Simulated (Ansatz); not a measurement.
**TiAl: a strain scan**

This session takes TiAl and sets out to strain the cell along the Voigt pattern (0, 0, 0, 1, 0, 0).

Method: DFT PBEsol, scalar-relativistic, plane waves, PAW, in Ansatz 0.2.0.

### 1 The starting structure

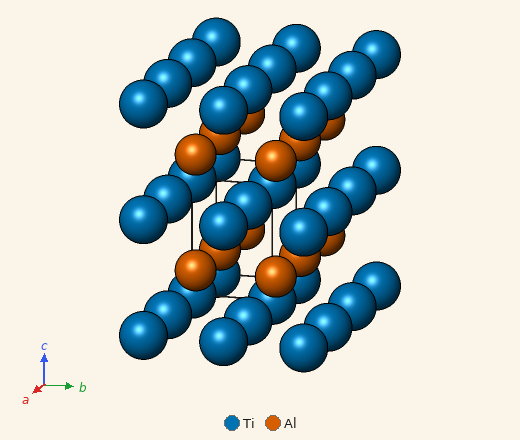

Start, viewed slightly off an axis; titanium blue, aluminium orange. 3×2×2 cells are drawn. Atoms on the faces are drawn again on the opposite ones.

Structure file:

```cif
data_structure
_symmetry_space_group_name_H-M 'P4/mmm'
_symmetry_Int_Tables_number 123
_cell_length_a 2.8373
_cell_length_b 2.8373
_cell_length_c 4.0591
_cell_angle_alpha 90.000
_cell_angle_beta 90.000
_cell_angle_gamma 90.000
_cell_volume 32.68
loop_
_atom_site_label
_atom_site_type_symbol
_atom_site_symmetry_multiplicity
_atom_site_Wyckoff_symbol
_atom_site_fract_x
_atom_site_fract_y
_atom_site_fract_z
_atom_site_occupancy
Ti1 Ti 1 a 0.00000 0.00000 0.00000 1
Al1 Al 1 d 0.50000 0.50000 0.50000 1
```

No relaxation comes first: the listed cell is the starting point.

### 2 The reference cell

Reference values: F = -2999.2623 eV; pressure -3.93 GPa; largest force 0.000 eV/Å; gap on the mesh none (metal). It was computed beforehand with the settings of the runs below.

### 3 The scan: a strain scan

The cell is strained by ε times the Voigt pattern (0, 0, 0, 1, 0, 0) (xx, yy, zz, yz, xz, xy; engineering shear), with fractional coordinates fixed (clamped ions). The stress on the pattern is the sum of the stress components weighted by it, tension positive.

### 4 ε = -0.0200

input.yaml reads:

```yaml
crystal:
  lattice:
    - [2.8373, 0.0, 0.0]
    - [0.0, 2.8373, -0.028373]
    - [0.0, -0.040591, 4.0591]
  atoms:
    - { symbol: Ti, position: [0.0, 0.0, 0.0] }
    - { symbol: Al, position: [0.5, 0.5, 0.5] }
basis:
  ecutwfc: 420
kpoints:
  mp_grid: { grid: [16, 16, 12] }
hamiltonian:
  xc: pbesol
scf:
  occupations: { method: gaussian, width: 0.15 }
output:
  forces: true
  stress: true
  eigenvalues: true
```

The run is started by

```console
$ ansatz run input.yaml --threads 1 --pin off --max-ram 2560MiB --backend cpu --events-out ev --progress --plain --runs-dir out
```

What it wrote (excerpt; [...] marks lines left out):

```text
Warning: RAYON_NUM_THREADS=1 ignored (pool sized by the plan → 1); use --threads N
[...]
Pseudopotentials: kind: paw
Pseudopotential: Ti, paw, valence charge 12, recommended cutoff 420 eV (normal), Ti.paw.azcp
Pseudopotential: Al, paw, valence charge 3, recommended cutoff 420 eV (normal), Al.paw.azcp
Functional definition: PBEsol
[...]
Crystal: 2 atoms, lattice volume = 32.674 Å³
Basis set: ecut = 420 eV, 657 PW (Γ), exchange–correlation on 40×40×60 points (8 copies of the dense FFT grid, shifted against one another)
Bands: 12, of which v1, the nominal top of the filled ones, is band 8 counted from 1 (7 counted from 0)
Symmetry: 4 space group operations
Space group: P2/m (ITA 10), of the structure as read, at distance tolerance 3.2e-5 Å
k-points: 882 of 3072
[...]
SCF iter   1: F=—  HF=-2999.259314 eV  |F-HF|=—  |Δ(HF+E_count)|=         —  Δρ=4.25e-3  dr2=3.97e-3  ethr=1.77e-3  ⟨swp⟩=5.0  Hψ=52614  notcnv=0
[...]
SCF iter   6: F=-2999.257912 eV  HF=-2999.257912 eV  |F-HF|=5.73e-11  |Δ(HF+E_count)|=   3.34e-9  Δρ=3.44e-6  dr2=1.98e-9  ethr=6.67e-10  ⟨swp⟩=4.1  Hψ=29858  notcnv=0
[...]
SCF converged after 6 iterations
Free energy (F): -2999.257912 eV
[...]
E sigma→0 (E₀):  -2999.247560 eV
Entropy (-TS):   -0.020703 eV (-10.351 meV/atom)
Fermi energy:    10.791833 eV
[...]
--- Forces (eV/Å), atoms counted from 1 ---
  atom   1  Ti    -0.00000000     0.00000000     0.00000000
  atom   2  Al     0.00000000     0.00000000     0.00000000
[...]
--- Stress (GPa, compression-positive) ---
       -4.130537       0.000000      -0.000000
        0.000000      -4.140686       2.176390
       -0.000000       2.176390      -3.357980
  P = ⅓ Tr σ = -3.8764 GPa (-38.764 kbar)
--- Band table (eV; the first three rows and the last of 882) ---
  k-point 0: bands = ["-45.5946", "-22.0930", "-21.6690", "-21.6690", "1.8057", "8.9431", "9.9604", "10.5095", "12.9154", "12.9172", "14.0207", "16.9966"]
[...]
```

Wall time 46 s (1 thread of Intel Xeon at 2.50GHz (Skylake/Cascade Lake), shared host); peak memory 0.61 GiB.

### 5 ε = 0.0150

input.yaml: that of step 4 with these lines changed.

```diff
@@ -3,4 +3,4 @@
     - [2.8373, 0.0, 0.0]
-    - [0.0, 2.8373, -0.028373]
-    - [0.0, -0.040591, 4.0591]
+    - [0.0, 2.8373, 0.02127975]
+    - [0.0, 0.03044325, 4.0591]
   atoms:
```

The run is started by

```console
$ ansatz run input.yaml --threads 1 --pin off --max-ram 2560MiB --backend cpu --events-out ev --progress --plain --runs-dir out
```

What it wrote (excerpt; [...] marks lines left out):

```text
Warning: RAYON_NUM_THREADS=1 ignored (pool sized by the plan → 1); use --threads N
[...]
[... 4 set-up lines as earlier in the session ...]
[...]
Crystal: 2 atoms, lattice volume = 32.675 Å³
Basis set: ecut = 420 eV, 657 PW (Γ), exchange–correlation on 40×40×60 points (8 copies of the dense FFT grid, shifted against one another)
Bands: 12, of which v1, the nominal top of the filled ones, is band 8 counted from 1 (7 counted from 0)
[... 2 set-up lines as earlier in the session ...]
k-points: 882 of 3072
[...]
SCF iter   1: F=—  HF=-2999.261226 eV  |F-HF|=—  |Δ(HF+E_count)|=         —  Δρ=4.25e-3  dr2=3.98e-3  ethr=1.77e-3  ⟨swp⟩=5.0  Hψ=52699  notcnv=0
[...]
SCF iter   6: F=-2999.259820 eV  HF=-2999.259820 eV  |F-HF|=2.18e-11  |Δ(HF+E_count)|=   5.15e-9  Δρ=3.59e-6  dr2=2.23e-9  ethr=6.67e-10  ⟨swp⟩=4.1  Hψ=29892  notcnv=0
[...]
SCF converged after 6 iterations
Free energy (F): -2999.259820 eV
[...]
E sigma→0 (E₀):  -2999.249473 eV
Entropy (-TS):   -0.020693 eV (-10.346 meV/atom)
Fermi energy:    10.791294 eV
[...]
--- Forces (eV/Å), atoms counted from 1 ---
  atom   1  Ti     0.00000000     0.00000000     0.00000000
  atom   2  Al     0.00000000     0.00000000     0.00000000
[...]
--- Stress (GPa, compression-positive) ---
       -4.154293       0.000000       0.000000
        0.000000      -4.160005      -1.632695
        0.000000      -1.632694      -3.388079
  P = ⅓ Tr σ = -3.9008 GPa (-39.008 kbar)
--- Band table (eV; the first three rows and the last of 882) ---
  k-point 0: bands = ["-45.5953", "-22.0937", "-21.6697", "-21.6696", "1.8053", "8.9424", "9.9598", "10.5080", "12.9161", "12.9171", "14.0201", "16.9947"]
[...]
```

Wall time 41 s (1 thread of Intel Xeon at 2.50GHz (Skylake/Cascade Lake), shared host); peak memory 0.61 GiB.

### 6 At ε = -0.0100

input.yaml: that of step 5 with these lines changed.

```diff
@@ -3,4 +3,4 @@
     - [2.8373, 0.0, 0.0]
-    - [0.0, 2.8373, 0.02127975]
-    - [0.0, 0.03044325, 4.0591]
+    - [0.0, 2.8373, -0.0141865]
+    - [0.0, -0.0202955, 4.0591]
   atoms:
```

The run is started by

```console
$ ansatz run input.yaml --threads 1 --pin off --max-ram 2560MiB --backend cpu --events-out ev --progress --plain --runs-dir out
```

What it wrote (excerpt; [...] marks lines left out):

```text
[...]
SCF converged after 6 iterations
Free energy (F): -2999.261183 eV
[...]
E sigma→0 (E₀):  -2999.250840 eV
Entropy (-TS):   -0.020686 eV (-10.343 meV/atom)
Fermi energy:    10.790909 eV
[...]
--- Forces (eV/Å), atoms counted from 1 ---
  atom   1  Ti    -0.00000000     0.00000000     0.00000000
  atom   2  Al     0.00000000     0.00000000     0.00000000
[...]
--- Stress (GPa, compression-positive) ---
       -4.171266       0.000000       0.000000
        0.000000      -4.173794       1.088679
        0.000000       1.088679      -3.409533
  P = ⅓ Tr σ = -3.9182 GPa (-39.182 kbar)
--- Band table (eV; the first three rows and the last of 882) ---
  k-point 0: bands = ["-45.5958", "-22.0942", "-21.6701", "-21.6701", "1.8050", "8.9418", "9.9594", "10.5070", "12.9166", "12.9170", "14.0197", "16.9934"]
[...]
```

Run time: 39 s. Hardware: 1 thread of Intel Xeon at 2.50GHz (Skylake/Cascade Lake), shared host; peak memory 0.61 GiB.

### 7 ε = 0.0050

input.yaml: that of step 6 with these lines changed.

```diff
@@ -3,4 +3,4 @@
     - [2.8373, 0.0, 0.0]
-    - [0.0, 2.8373, -0.0141865]
-    - [0.0, -0.0202955, 4.0591]
+    - [0.0, 2.8373, 0.00709325]
+    - [0.0, 0.01014775, 4.0591]
   atoms:
```

The run is started by

```console
$ ansatz run input.yaml --threads 1 --pin off --max-ram 2560MiB --backend cpu --events-out ev --progress --plain --runs-dir out
```

What it wrote (excerpt; [...] marks lines left out):

```text
Warning: RAYON_NUM_THREADS=1 ignored (pool sized by the plan → 1); use --threads N
[...]
[... 4 set-up lines as earlier in the session ...]
[...]
Crystal: 2 atoms, lattice volume = 32.677 Å³
Basis set: ecut = 420 eV, 657 PW (Γ), exchange–correlation on 40×40×60 points (8 copies of the dense FFT grid, shifted against one another)
Bands: 12, of which v1, the nominal top of the filled ones, is band 8 counted from 1 (7 counted from 0)
[... 2 set-up lines as earlier in the session ...]
k-points: 882 of 3072
[...]
SCF iter   1: F=—  HF=-2999.263405 eV  |F-HF|=—  |Δ(HF+E_count)|=         —  Δρ=4.25e-3  dr2=3.98e-3  ethr=1.77e-3  ⟨swp⟩=5.0  Hψ=52633  notcnv=0
[...]
SCF iter   6: F=-2999.262002 eV  HF=-2999.262002 eV  |F-HF|=1.27e-11  |Δ(HF+E_count)|=   4.35e-9  Δρ=3.51e-6  dr2=2.12e-9  ethr=6.67e-10  ⟨swp⟩=4.1  Hψ=29860  notcnv=0
[...]
SCF converged after 6 iterations
Free energy (F): -2999.262002 eV
[...]
E sigma→0 (E₀):  -2999.251661 eV
Entropy (-TS):   -0.020682 eV (-10.341 meV/atom)
Fermi energy:    10.790680 eV
[...]
--- Forces (eV/Å), atoms counted from 1 ---
  atom   1  Ti     0.00000000     0.00000000     0.00000000
  atom   2  Al     0.00000000     0.00000000     0.00000000
[...]
--- Stress (GPa, compression-positive) ---
       -4.181437       0.000000       0.000000
        0.000000      -4.182067      -0.544382
        0.000000      -0.544382      -3.422439
  P = ⅓ Tr σ = -3.9286 GPa (-39.286 kbar)
--- Band table (eV; the first three rows and the last of 882) ---
  k-point 0: bands = ["-45.5961", "-22.0945", "-21.6704", "-21.6704", "1.8048", "8.9415", "9.9592", "10.5064", "12.9169", "12.9170", "14.0195", "16.9926"]
[...]
```

Wall time 39 s (1 thread of Intel Xeon at 2.50GHz (Skylake/Cascade Lake), shared host); peak memory 0.62 GiB.

### 8 ε = 0.0175

input.yaml: that of step 7 with these lines changed.

```diff
@@ -3,4 +3,4 @@
     - [2.8373, 0.0, 0.0]
-    - [0.0, 2.8373, 0.00709325]
-    - [0.0, 0.01014775, 4.0591]
+    - [0.0, 2.8373, 0.024826375]
+    - [0.0, 0.035517125, 4.0591]
   atoms:
```

The run is started by

```console
$ ansatz run input.yaml --threads 1 --pin off --max-ram 2560MiB --backend cpu --events-out ev --progress --plain --runs-dir out
```

What it wrote (excerpt; [...] marks lines left out):

```text
[...]
SCF converged after 6 iterations
Free energy (F): -2999.258934 eV
[...]
E sigma→0 (E₀):  -2999.248585 eV
Entropy (-TS):   -0.020697 eV (-10.349 meV/atom)
Fermi energy:    10.791544 eV
[...]
--- Forces (eV/Å), atoms counted from 1 ---
  atom   1  Ti    -0.00000000     0.00000000     0.00000000
  atom   2  Al     0.00000000    -0.00000000     0.00000000
[...]
--- Stress (GPa, compression-positive) ---
       -4.143268       0.000000       0.000000
        0.000000      -4.151049      -1.904595
        0.000000      -1.904595      -3.374077
  P = ⅓ Tr σ = -3.8895 GPa (-38.895 kbar)
--- Band table (eV; the first three rows and the last of 882) ---
  k-point 0: bands = ["-45.5949", "-22.0934", "-21.6694", "-21.6693", "1.8055", "8.9427", "9.9601", "10.5087", "12.9158", "12.9171", "14.0204", "16.9956"]
[...]
```

Wall time 40 s (1 thread of Intel Xeon at 2.50GHz (Skylake/Cascade Lake), shared host); peak memory 0.61 GiB.

### 9 Point ε = 0.0125

input.yaml: that of step 8 with these lines changed.

```diff
@@ -3,4 +3,4 @@
     - [2.8373, 0.0, 0.0]
-    - [0.0, 2.8373, 0.024826375]
-    - [0.0, 0.035517125, 4.0591]
+    - [0.0, 2.8373, 0.017733125]
+    - [0.0, 0.025369375, 4.0591]
   atoms:
```

The run is started by

```console
$ ansatz run input.yaml --threads 1 --pin off --max-ram 2560MiB --backend cpu --events-out ev --progress --plain --runs-dir out
```

What it wrote (excerpt; [...] marks lines left out):

```text
Warning: RAYON_NUM_THREADS=1 ignored (pool sized by the plan → 1); use --threads N
[...]
[... 4 set-up lines as earlier in the session ...]
[...]
Crystal: 2 atoms, lattice volume = 32.676 Å³
Basis set: ecut = 420 eV, 653 PW (Γ), exchange–correlation on 40×40×60 points (8 copies of the dense FFT grid, shifted against one another)
Bands: 12, of which v1, the nominal top of the filled ones, is band 8 counted from 1 (7 counted from 0)
[... 2 set-up lines as earlier in the session ...]
k-points: 882 of 3072
[...]
SCF iter   1: F=—  HF=-2999.261978 eV  |F-HF|=—  |Δ(HF+E_count)|=         —  Δρ=4.25e-3  dr2=3.98e-3  ethr=1.77e-3  ⟨swp⟩=5.0  Hψ=52679  notcnv=0
[...]
SCF iter   6: F=-2999.260570 eV  HF=-2999.260570 eV  |F-HF|=2.00e-11  |Δ(HF+E_count)|=   5.03e-9  Δρ=3.58e-6  dr2=2.21e-9  ethr=6.67e-10  ⟨swp⟩=4.1  Hψ=29893  notcnv=0
[...]
SCF converged after 6 iterations
Free energy (F): -2999.260570 eV
[...]
E sigma→0 (E₀):  -2999.250225 eV
Entropy (-TS):   -0.020689 eV (-10.344 meV/atom)
Fermi energy:    10.791083 eV
[...]
--- Forces (eV/Å), atoms counted from 1 ---
  atom   1  Ti     0.00000000     0.00000000     0.00000000
  atom   2  Al     0.00000000     0.00000000     0.00000000
[...]
--- Stress (GPa, compression-positive) ---
       -4.163616       0.000000       0.000000
        0.000000      -4.167583      -1.360757
        0.000000      -1.360757      -3.399879
  P = ⅓ Tr σ = -3.9104 GPa (-39.104 kbar)
--- Band table (eV; the first three rows and the last of 882) ---
  k-point 0: bands = ["-45.5956", "-22.0940", "-21.6699", "-21.6699", "1.8051", "8.9421", "9.9596", "10.5075", "12.9164", "12.9171", "14.0199", "16.9940"]
[...]
```

Wall time 39 s (1 thread of Intel Xeon at 2.50GHz (Skylake/Cascade Lake), shared host); peak memory 0.62 GiB.

### 10 Point ε = 0.0075

input.yaml: that of step 9 with these lines changed.

```diff
@@ -3,4 +3,4 @@
     - [2.8373, 0.0, 0.0]
-    - [0.0, 2.8373, 0.017733125]
-    - [0.0, 0.025369375, 4.0591]
+    - [0.0, 2.8373, 0.010639875]
+    - [0.0, 0.015221625, 4.0591]
   atoms:
```

The run is started by

```console
$ ansatz run input.yaml --threads 1 --pin off --max-ram 2560MiB --backend cpu --events-out ev --progress --plain --runs-dir out
```

What it wrote (excerpt; [...] marks lines left out):

```text
Warning: RAYON_NUM_THREADS=1 ignored (pool sized by the plan → 1); use --threads N
[...]
[... 4 set-up lines as earlier in the session ...]
[...]
Crystal: 2 atoms, lattice volume = 32.676 Å³
Basis set: ecut = 420 eV, 657 PW (Γ), exchange–correlation on 40×40×60 points (8 copies of the dense FFT grid, shifted against one another)
Bands: 12, of which v1, the nominal top of the filled ones, is band 8 counted from 1 (7 counted from 0)
[... 2 set-up lines as earlier in the session ...]
k-points: 882 of 3072
[...]
SCF iter   1: F=—  HF=-2999.263067 eV  |F-HF|=—  |Δ(HF+E_count)|=         —  Δρ=4.25e-3  dr2=3.98e-3  ethr=1.77e-3  ⟨swp⟩=5.0  Hψ=52595  notcnv=0
[...]
SCF iter   6: F=-2999.261661 eV  HF=-2999.261661 eV  |F-HF|=3.32e-11  |Δ(HF+E_count)|=   4.94e-9  Δρ=3.57e-6  dr2=2.21e-9  ethr=6.67e-10  ⟨swp⟩=4.1  Hψ=29899  notcnv=0
[...]
SCF converged after 6 iterations
Free energy (F): -2999.261661 eV
[...]
E sigma→0 (E₀):  -2999.251319 eV
Entropy (-TS):   -0.020683 eV (-10.342 meV/atom)
Fermi energy:    10.790776 eV
[...]
--- Forces (eV/Å), atoms counted from 1 ---
  atom   1  Ti    -0.00000000     0.00000000     0.00000000
  atom   2  Al     0.00000000    -0.00000000     0.00000000
[...]
--- Stress (GPa, compression-positive) ---
       -4.177195       0.000000       0.000000
        0.000000      -4.178616      -0.816551
        0.000000      -0.816551      -3.417049
  P = ⅓ Tr σ = -3.9243 GPa (-39.243 kbar)
--- Band table (eV; the first three rows and the last of 882) ---
  k-point 0: bands = ["-45.5960", "-22.0944", "-21.6703", "-21.6703", "1.8049", "8.9417", "9.9593", "10.5066", "12.9168", "12.9170", "14.0196", "16.9929"]
[...]
```

Wall time 40 s (1 thread of Intel Xeon at 2.50GHz (Skylake/Cascade Lake), shared host); peak memory 0.61 GiB.

### 11 At ε = 0.0025

input.yaml: that of step 10 with these lines changed.

```diff
@@ -3,4 +3,4 @@
     - [2.8373, 0.0, 0.0]
-    - [0.0, 2.8373, 0.010639875]
-    - [0.0, 0.015221625, 4.0591]
+    - [0.0, 2.8373, 0.003546625]
+    - [0.0, 0.005073875, 4.0591]
   atoms:
```

The run is started by

```console
$ ansatz run input.yaml --threads 1 --pin off --max-ram 2560MiB --backend cpu --events-out ev --progress --plain --runs-dir out
```

What it wrote (excerpt; [...] marks lines left out):

```text
[...]
SCF converged after 6 iterations
Free energy (F): -2999.262206 eV
[...]
E sigma→0 (E₀):  -2999.251866 eV
Entropy (-TS):   -0.020680 eV (-10.340 meV/atom)
Fermi energy:    10.790622 eV
[...]
--- Forces (eV/Å), atoms counted from 1 ---
  atom   1  Ti     0.00000000     0.00000000     0.00000000
  atom   2  Al     0.00000000     0.00000000     0.00000000
[...]
--- Stress (GPa, compression-positive) ---
       -4.183992       0.000000       0.000000
        0.000000      -4.184136      -0.272212
        0.000000      -0.272212      -3.425664
  P = ⅓ Tr σ = -3.9313 GPa (-39.313 kbar)
--- Band table (eV; the first three rows and the last of 882) ---
  k-point 0: bands = ["-45.5962", "-22.0945", "-21.6705", "-21.6705", "1.8047", "8.9414", "9.9592", "10.5062", "12.9170", "12.9170", "14.0194", "16.9924"]
[...]
```

It took 38 s on 1 thread of Intel Xeon at 2.50GHz (Skylake/Cascade Lake), shared host; peak memory 0.61 GiB.

### 12 Results of the scan

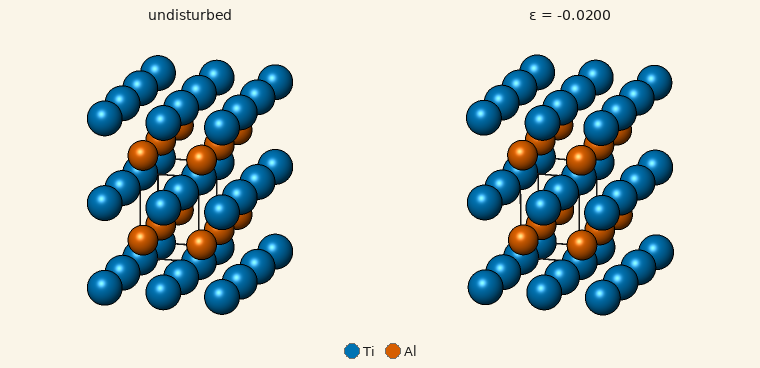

The undisturbed cell and the costliest point of the scan, at one scale, with neighbouring cells.

The scan, with free energies counted from the undisturbed cell:

| ε | ΔE (meV/atom) | stress on the pattern (GPa) | pressure (GPa) |
| --- | --- | --- | --- |
| -0.0200 | 2.2 | -2.18 | -3.9 |
| -0.0100 | 0.5 | -1.09 | -3.9 |
| 0.0000 | 0.0 | 0.00 | -3.9 |
| 0.0025 | 0.0 | 0.27 | -3.9 |
| 0.0050 | 0.1 | 0.54 | -3.9 |
| 0.0075 | 0.3 | 0.82 | -3.9 |
| 0.0125 | 0.9 | 1.36 | -3.9 |
| 0.0150 | 1.2 | 1.63 | -3.9 |
| 0.0175 | 1.7 | 1.90 | -3.9 |

Not run, since symmetry makes them alike: 0.0200 repeats -0.0200, -0.0150 repeats 0.0150, 0.0100 repeats -0.0100, -0.0050 repeats 0.0050. Energy, pressure and gap are the same there.

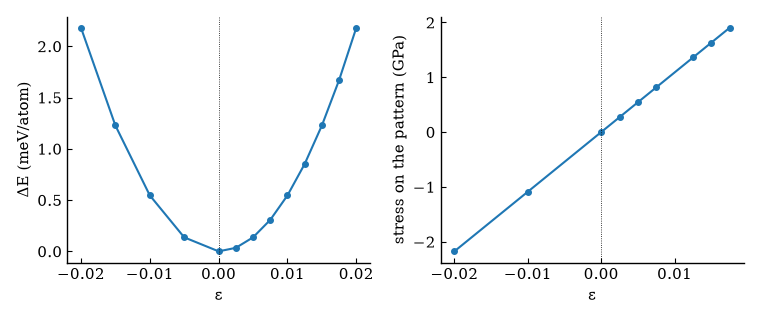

ΔE and stress on the pattern along the scan; points alike by symmetry are filled in.

### 13 Results

| quantity | value |
| --- | --- |
| slope of the stress at ε = 0, from the points at -0.0100, 0 and 0.0025 | 109 GPa |

**Reading.** From the stress slope, C44 is about 109 GPa with the ions clamped; letting the atoms relax could not make it stiffer. The reference stands under -3.9 GPa, so this is no zero-stress constant. No sampled point lies below the undisturbed cell.
